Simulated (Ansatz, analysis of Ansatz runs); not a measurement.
## Can an added electron hop between Sc atoms in ScOF (P2_1/c)?

Aim: the energy barrier that a trapped electron meets when it moves from one Sc atom to another one nearby in ScOF (P2_1/c). The model is a cell of 96 host atoms.

Method: plane-wave PAW DFT, PBEsol+U; relaxation of all atoms of a supercell at fixed charge in a uniform background; PAW set soft_1, in Ansatz 0.2.0.

## 1. Starting point

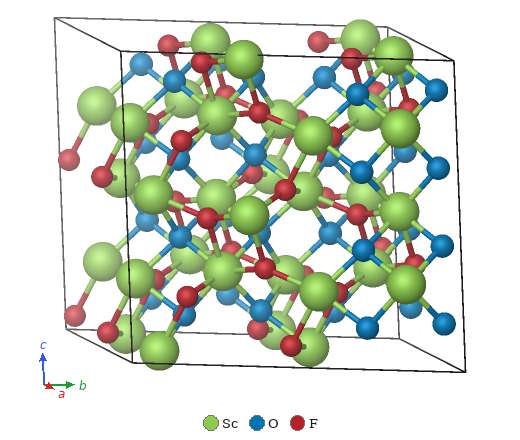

The cell as given, slightly off an axis (scandium green, oxygen blue, fluorine red).

The cell holds 96 atoms: 32 Sc, 32 O and 32 F. Cell: a = 10.308 Å, b = 11.473 Å, c = 10.428 Å, α = 94.5°, β = 100.0°, γ = 63.3°. It derives from ScOF (space group P2_1/c). Nearest the centre at fractional (0.555, 0.389, 0.375): O63 at 1.31 Å, O81 at 1.35 Å, Sc55 at 1.61 Å, Sc53 at 1.61 Å, F20 at 2.42 Å, O12 at 2.75 Å, O14 at 2.76 Å, F68 at 2.84 Å.

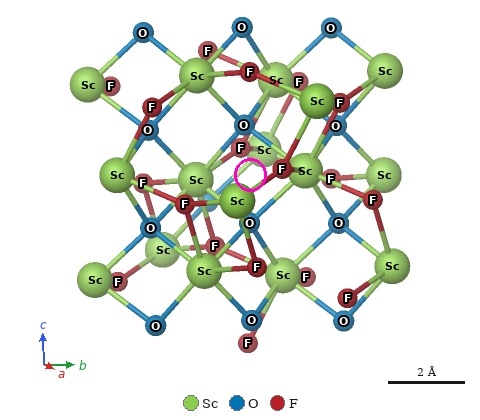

The atoms within 5 Å of the centre. A ring marks the centre wherever it is empty.

Hubbard terms: Sc d 4.5 eV. They were chosen, not fitted, to curb self-interaction in the shells named, the trial site's among them. The two sites are Sc55 and Sc53. The cell's shortest repeat is 10.3 Å.

## 2. The cell without the carrier

The neutral cell is relaxed first, from small random displacements, so that bond lengths and moments with the carrier can be set beside those of a relaxed cell without it.

neutral.relax/input.yaml

```yaml
crystal:
  lattice:
    - [10.30826231, 0.0, -0.01094599]
    - [5.15413116, 10.25004701, -0.00547299]
    - [-1.79841148, 0.0, 10.27151708]
  atoms:
    - { symbol: Sc, position: [0.227867, 0.235996, 0.144024] }
    - { symbol: Sc, position: [0.477867, 0.735996, 0.144024] }
[... 1 atom line left out ...]
    - { symbol: Sc, position: [0.411137, 0.485996, 0.105976] }
    - { symbol: Sc, position: [0.022133, 0.264004, 0.355976] }
    - { symbol: Sc, position: [0.272133, 0.764004, 0.355976] }
    - { symbol: Sc, position: [0.088863, 0.514004, 0.394024] }
[... 4 atom lines left out ...]
    - { symbol: O, position: [0.416598, 0.623099, 0.244039] }
[... 1 atom line left out ...]
    - { symbol: O, position: [0.414697, 0.626901, 0.494039] }
    - { symbol: O, position: [0.083402, 0.376901, 0.255961] }
[... 1 atom line left out ...]
    - { symbol: F, position: [0.139579, 0.663593, 0.329481] }
    - { symbol: F, position: [0.389579, 0.163593, 0.329481] }
[... 1 atom line left out ...]
    - { symbol: F, position: [0.321828, 0.413593, 0.420519] }
[... 1 atom line left out ...]
    - { symbol: F, position: [0.360421, 0.336407, 0.170519] }
    - { symbol: F, position: [0.178172, 0.586407, 0.079481] }
    - { symbol: F, position: [0.428172, 0.086407, 0.079481] }
[... 1 atom line left out ...]
    - { symbol: Sc, position: [0.477867, 0.735996, 0.644024] }
[... 1 atom line left out ...]
    - { symbol: Sc, position: [0.411137, 0.485996, 0.605976] }
[... 7 atom lines left out ...]
    - { symbol: O, position: [0.416598, 0.623099, 0.744039] }
[... 1 atom line left out ...]
    - { symbol: O, position: [0.414697, 0.626901, 0.994039] }
[... 5 atom lines left out ...]
    - { symbol: F, position: [0.321828, 0.413593, 0.920519] }
[... 1 atom line left out ...]
    - { symbol: F, position: [0.360421, 0.336407, 0.670519] }
    - { symbol: F, position: [0.178172, 0.586407, 0.579481] }
    - { symbol: F, position: [0.428172, 0.086407, 0.579481] }
    - { symbol: Sc, position: [0.727867, 0.235996, 0.144024] }
[... 3 atom lines left out ...]
    - { symbol: Sc, position: [0.522133, 0.264004, 0.355976] }
[... 1 atom line left out ...]
    - { symbol: Sc, position: [0.588863, 0.514004, 0.394024] }
    - { symbol: Sc, position: [0.838863, 0.014004, 0.394024] }
    - { symbol: O, position: [0.585303, 0.373099, 0.005961] }
[... 1 atom line left out ...]
    - { symbol: O, position: [0.666598, 0.123099, 0.244039] }
[... 1 atom line left out ...]
    - { symbol: O, position: [0.664697, 0.126901, 0.494039] }
[... 1 atom line left out ...]
    - { symbol: O, position: [0.583402, 0.376901, 0.255961] }
[... 1 atom line left out ...]
    - { symbol: F, position: [0.639579, 0.663593, 0.329481] }
    - { symbol: F, position: [0.889579, 0.163593, 0.329481] }
[... 1 atom line left out ...]
    - { symbol: F, position: [0.821828, 0.413593, 0.420519] }
[... 1 atom line left out ...]
    - { symbol: F, position: [0.860421, 0.336407, 0.170519] }
    - { symbol: F, position: [0.678172, 0.586407, 0.079481] }
[... 1 atom line left out ...]
    - { symbol: Sc, position: [0.727867, 0.235996, 0.644024] }
[... 2 atom lines left out ...]
    - { symbol: Sc, position: [0.911137, 0.485996, 0.605976] }
[... 4 atom lines left out ...]
    - { symbol: O, position: [0.585303, 0.373099, 0.505961] }
[... 1 atom line left out ...]
    - { symbol: O, position: [0.666598, 0.123099, 0.744039] }
[... 1 atom line left out ...]
    - { symbol: O, position: [0.664697, 0.126901, 0.994039] }
[... 1 atom line left out ...]
    - { symbol: O, position: [0.583402, 0.376901, 0.755961] }
[... 6 atom lines left out ...]
    - { symbol: F, position: [0.860421, 0.336407, 0.670519] }
    - { symbol: F, position: [0.678172, 0.586407, 0.579481] }
    - { symbol: F, position: [0.928172, 0.086407, 0.579481] }
basis:
  ecutwfc: 420
  xc_grid: 2
hamiltonian:
  xc: pbesol
  hubbard:
    sites: [{ species: Sc, l: d, u_eff: 4.5 }]
    projectors: ortho-atomic
  pseudopotentials: { kind: paw, azcp: { folder: soft_1 }, xc_functional: pbe }
kpoints:
  mp_grid: { grid: [1, 1, 1] }
scf:
  occupations: { method: fermi_dirac, width: 0.01 }
  max_iter: 120
  lower_state_search: "off"
output:
  forces: true
relax:
  f_tol: 0.02
  max_steps: 70
  random_displacement: { amplitude: 0.04, seed: 9671 }
checkpoint:
  write: "../neutral.relax.run"
  compress: false
  write_wavefunctions: true
  write_every: 100000
```

The run is started by

```bash
$ ansatz run input.yaml --threads 32 --pin off --max-ram 84787MiB --backend cuda --events-out ev --progress --plain --runs-dir out --max-vram 78GiB
```

Numbers of over 12 decimals in the logs are rounded to 6 here.

Output:

```text
[... repeated set-up lines and file paths are left out, and long positions are rounded to six places ...]
Engine: ansatz 0.2.0, aarch64-unknown-linux-gnu
Pseudopotentials: kind: paw
Pseudopotential: Sc, paw, valence charge 11, recommended cutoff 420 eV (normal), soft_1/Sc.paw.azcp
Pseudopotential: O, paw, valence charge 6, recommended cutoff 420 eV (normal), soft_1/O.paw.azcp
Pseudopotential: F, paw, valence charge 7, recommended cutoff 420 eV (normal), soft_1/F.paw.azcp
Functional definition: PBEsol
  exchange = pbesol_x
  correlation = pbesol_c
[...]
Crystal: 96 atoms, lattice volume = 1085.088 Å³
Basis set: ecut = 420 eV, 21217 PW (Γ), exchange–correlation on 144×160×144 points (8 copies of the dense FFT grid, shifted against one another)
Bands: 480, of which v1, the nominal top of the filled ones, is band 384 counted from 1 (383 counted from 0)
Symmetry: 1 space group operations
k-points: 1
Non-local potential: Sc, projectors of the file, l = 0: 3, l = 1: 2, l = 2: 3, l = 3: 1
Non-local potential: O, projectors of the file, l = 0: 2, l = 1: 2, l = 2: 1
Non-local potential: F, projectors of the file, l = 0: 2, l = 1: 2, l = 2: 1
PAW form: soft (Blöchl's): semilocal exchange-correlation on the pseudo side does not see the compensation charge
PAW frozen core: Sc, regenerated for the run's functional, and the local potential with it (the file was generated under x = pbe(κ = 0.804, μ = 0.219515), c = pbe(β = 0.066725))
PAW frozen core: O, regenerated for the run's functional, and the local potential with it (the file was generated under x = pbe(κ = 0.804, μ = 0.219515), c = pbe(β = 0.066725))
[...]
NSCF: frozen V_eff on 1 k-points
[...]
SCF converged after 4 iterations
Free energy (F): -111234.155180 eV
Harris-Foulkes:  -111234.155180 eV  (|F-HF|=3.95e-8)
Internal energy: -111234.155180 eV  (E = F + TS)
E sigma→0 (E₀):  -111234.155180 eV
Fermi energy:    10.632980 eV
--- Per-component energies (eV) ---
  E_band       = -5661.544762
  E_kinetic    = 18413.811540
  E_local      = -52316.626660  (includes V_loc(G=0)·N_el)
  E_nonlocal   = 8943.698362
  E_hartree    = 18926.733847
  E_xc         = -7490.184600
  E_vxc        = -9501.532241  (∫ρ·V_xc dr)
  E_hubbard    = 81.245511  (on-site DFT+U / exact-exchange correction)
  E_vhub       = 67.481831  (the Hubbard potential's part of the band-sum identity)
  E_paw        = -42245.601461  (= ΣΔE_a)
  E_vpaw       = -9121.904931  (= ΣTr[D̂ρ^β])
  E_aug_tail   = 0.048513  (compensation charges beyond the density's cutoff)
  E_ewald      = -55553.896418
  E_core_change = 6.616185  (= ΣΔE_core)
  E_smearing   = -0.000000  (= −TS)
  E_closure    = 0.000000  (closes the sum)
  Σ components = -111234.155180   (vs F -111234.155180, Δ=0.00e0)
--- Forces (eV/Å), atoms counted from 1 ---
  atom   1  Sc     0.00022907     0.00620478    -0.00138622
  atom   2  Sc     0.00547545    -0.00029735     0.00115586
  [... 4 atoms left out ...]
  [... 90 more lines of this table ...]
  max |Σ_I F_I| component: 3.58e-5 eV/Å
--- Band table (eV) ---
  k-point 0: bands = ["-40.2574", "-40.2373", "-40.2370", "-40.2292", "-40.2289", "-40.2285", "-40.2281", "-40.2141", "-40.2138", [... rest cut ...]
Occupation matrices written to <dir>
--- Relaxed structure (4 steps of the walk, 4 accepted, 0 SCFs on fresh bases) ---
  F+E_penalty+E_count = -111234.15517956 eV   max|allowed force component| = 1.108e-2 eV/Å
  atoms:
    - { symbol: Sc, position: [0.228223, 0.236354, 0.143837] }
    - { symbol: Sc, position: [0.478231, 0.736346, 0.143858] }
    [... 4 atoms left out ...]
  [... 90 more lines of this table ...]
```

Elapsed: 3.7 s, on 1 × NVIDIA GB200 with 32 threads of Arm Neoverse V2, shared host; peak memory 1.4 GiB; 18 s of CPU time.

The largest displacement from an ideal site is 0.012 Å.

[end of part 1 of 3]

[Logs are printed without paths, hosts, clocks, repeated set-up lines and the standing remarks that a program may print on its own settings, such as how far it seeks lower states.]

[Hosts, paths, dates, database ids (printed as entryN), source tags and the programs' standing remarks are cut or masked in the printed files.]
